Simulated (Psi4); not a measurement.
**InNH2Cl (SMILES [NH2][In][Cl]) at UTPSS/def2-SVP (core potential)**

Aim: the vertical ionisation energy of InNH2Cl at UTPSS/def2-SVP (core potential), from 2 runs. 

The results are computed with Psi4 1.11.

1 further run of the same task is left out (it didn't finish).

**1. The molecule**

InNH2Cl has 5 atoms, charge 0, and is taken as a doublet. As SMILES, `[NH2][In][Cl]`. The shape is that of a PBE0-D4/def2-TZVP optimisation. This is one conformer, not always the lowest.

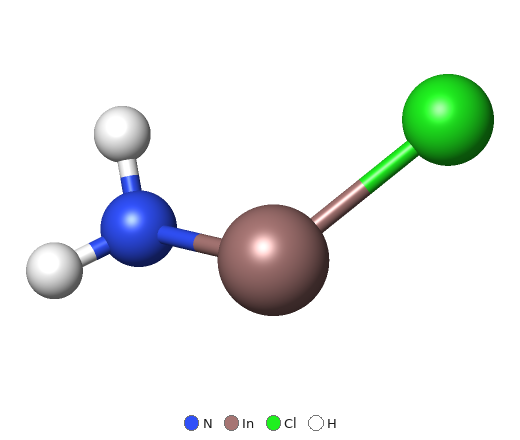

Viewed from a chosen angle; nitrogen blue, indium brown, chlorine green, hydrogen white.

**2. A single-point energy at UTPSS/def2-SVP (core potential)**

clh2inn.dat

```
memory 2200 mb

molecule m {
  0 2
  N     -0.142600     0.808600    -0.493900
  In    -0.411600    -1.217800    -0.153300
  Cl     1.391500    -2.211500     1.018700
  H     -0.999700     1.283800    -0.756700
  H      0.212300     1.263200     0.343800
  symmetry c1
}

set {
  basis def2-SVP
  reference uks
  puream true
  e_convergence 1e-09
  d_convergence 1e-08
  scf_type pk
  dft_radial_points 99
  dft_spherical_points 590
  maxiter 100
}

energy_value, wavefunction = energy("tpss", return_wfn=True)
```

On the command line:

```sh
$ psi4 clh2inn.dat clh2inn.out -n 1
```

clh2inn.out, cut to the lines that bear on the results:

```text
[...]
    !!!  WARNING: ECP capability is in beta. Please check occupations closely.  !!!
[...]
  Running in c1 symmetry.
[...]
  Nuclear repulsion =  154.716518533842446
[...]
  Multiplicity = 2
[...]
  Nalpha       = 24
  Nbeta        = 23
[...]
    Number of basis functions: 68
[...]
   @UKS iter   1:  -705.66287311186102   -7.03091e-01   1.37324e-02 DIIS/ADIIS
[...]
   @UKS iter  14:  -706.08362088994795   -2.61480e-12   6.35740e-09 DIIS
[...]
   @S^2 Observed:                7.543578913E-01
[...]
    Orbital Energies [Eh]
    ---------------------
    Alpha Occupied:
       1A   -100.931734     2A    -14.118080     3A     -9.204364
       4A     -6.988801     5A     -6.982527     6A     -6.982183
       7A     -4.519681     8A     -2.956076     9A     -2.951619
      10A     -2.948569    11A     -0.786648    12A     -0.735818
      13A     -0.700410    14A     -0.698786    15A     -0.698408
      16A     -0.690410    17A     -0.675894    18A     -0.437493
      19A     -0.387475    20A     -0.309957    21A     -0.264839
      22A     -0.260878    23A     -0.244557    24A     -0.194363
    Alpha Virtual:
      25A     -0.070912    26A     -0.006161    27A      0.000002
[...]
  @UKS Final Energy:  -706.08362088994795
   => Energetics <=
    Nuclear Repulsion Energy =            154.7165185338424465
    One-Electron Energy =               -1354.7361656072321239
    Two-Electron Energy =                 546.5339126027336079
    DFT Exchange-Correlation Energy =     -52.5978864192918465
    Empirical Dispersion Energy =           0.0000000000000000
    VV10 Nonlocal Energy =                  0.0000000000000000
    Total Energy =                       -706.0836208899479516
[...]
 Multipole Moments:
 ------------------------------------------------------------------------------------
     Multipole            Electronic (a.u.)      Nuclear  (a.u.)        Total (a.u.)
 ------------------------------------------------------------------------------------
 L = 1.  Multiply by 2.5417464519 to convert [e a0] to [Debye]
 Dipole X            :        -26.8013817           25.7573826           -1.0439991
 Dipole Y            :         -4.3055271            5.0215680            0.7160410
 Dipole Z            :        -13.8580575           13.6131492           -0.2449083
 Magnitude           :                                                    1.2894297
[...]
```

Wall time 67 s (1 thread of Intel Xeon at 2.50GHz (Skylake/Cascade Lake), shared host); peak memory 1.3 GiB.

**3. The singlet cation: energy and forces at TPSS/def2-SVP (core potential)**

clh2inn.xyz

```xyz
5
ClH2InN
N     -0.142600     0.808600    -0.493900
In    -0.411600    -1.217800    -0.153300
Cl     1.391500    -2.211500     1.018700
H     -0.999700     1.283800    -0.756700
H      0.212300     1.263200     0.343800
```

run.py

```python
import numpy as np
from ase.calculators.psi4 import Psi4
from ase.io import read

mol = read('clh2inn.xyz')
calc = Psi4(atoms=mol, method='tpss', basis='def2-SVP', memory='2200MB', num_threads=1, charge=1, multiplicity=1, label='psi4-calc', reference='rks')
calc.psi4.set_options({'puream': True, 'e_convergence': 1e-09, 'd_convergence': 1e-08, 'scf_type': 'pk', 'dft_radial_points': 99, 'dft_spherical_points': 590})
mol.calc = calc

forces = mol.get_forces()
print(f'energy: {mol.get_potential_energy():.6f} eV')
print('forces / eV A^-1')
print(np.round(forces, 5))
```

On the command line:

```sh
$ python run.py
```

psi4-calc.dat, cut to the lines that bear on the results:

```text
[...]
    !!!  WARNING: ECP capability is in beta. Please check occupations closely.  !!!
[...]
  Running in c1 symmetry.
[...]
  Nuclear repulsion =  154.716518533842446
[...]
  Multiplicity = 1
[...]
  Nalpha       = 23
  Nbeta        = 23
[...]
    Number of basis functions: 68
[...]
   @RKS iter   1:  -705.40637960992512   -4.46598e-01   1.26567e-02 DIIS/ADIIS
[...]
   @RKS iter  14:  -705.78112450635967   -5.68434e-13   1.61637e-09 DIIS
[...]
  @RKS Final Energy:  -705.78112450635967
   => Energetics <=
    Nuclear Repulsion Energy =            154.7165185338424465
    One-Electron Energy =               -1343.2528311525356912
    Two-Electron Energy =                 535.0416034894171844
    DFT Exchange-Correlation Energy =     -52.2864153770835358
    Empirical Dispersion Energy =           0.0000000000000000
    VV10 Nonlocal Energy =                  0.0000000000000000
    Total Energy =                       -705.7811245063596743
[...]
 Multipole Moments:
 ------------------------------------------------------------------------------------
     Multipole            Electronic (a.u.)      Nuclear  (a.u.)        Total (a.u.)
 ------------------------------------------------------------------------------------
 L = 1.  Multiply by 2.5417464519 to convert [e a0] to [Debye]
 Dipole X            :        -27.1639002           25.7573826           -1.4065176
 Dipole Y            :         -4.1184137            5.0215680            0.9031544
 Dipole Z            :        -14.1291971           13.6131492           -0.5160479
 Magnitude           :                                                    1.7493670
[...]
  -Total Gradient:
     Atom            X                  Y                   Z
    ------   -----------------  -----------------  -----------------
       1        0.001922526417     0.013272521052     0.020031904989
       2       -0.024288519560    -0.004472932636    -0.017451568343
       3        0.013098849625     0.003400204495     0.008634507876
       4        0.011657340114    -0.009925846181     0.006168092342
       5       -0.002365817129    -0.002298448923    -0.017365654556
[...]
```

The script printed:

```text
energy: -19205.282628 eV
forces / eV A^-1
[[-0.09886 -0.6825  -1.03008]
 [ 1.24897  0.23001  0.8974 ]
 [-0.67357 -0.17485 -0.444  ]
 [-0.59944  0.51041 -0.31718]
 [ 0.12166  0.11819  0.89298]]
```

Wall time 49 s (1 thread of Intel Xeon at 2.50GHz (Skylake/Cascade Lake), shared host); peak memory 1.3 GiB.

**4. Outcome**

At UTPSS/def2-SVP (core potential):

```
                                           quantity          value
                      doublet InNH2Cl: total energy  -706.08362 Eh
                     doublet InNH2Cl: dipole moment         3.28 D
doublet InNH2Cl: HOMO energy (highest over α and β)       -5.29 eV
 doublet InNH2Cl: LUMO energy (lowest over α and β)       -4.19 eV
                              doublet InNH2Cl: ⟨S²⟩          0.754
                       singlet cation: total energy  -705.78112 Eh
                        singlet cation: HOMO energy      -12.61 eV
                        singlet cation: LUMO energy      -11.14 eV
                      singlet cation: HOMO–LUMO gap        1.47 eV
           singlet cation: largest force on an atom     1.555 eV/Å
 vertical ionisation energy (to the singlet cation)       8.231 eV
```

Removing an electron at fixed nuclei costs 8.23 eV (794 kJ/mol). Only the singlet of the ionised species was computed; a triplet could lie lower.
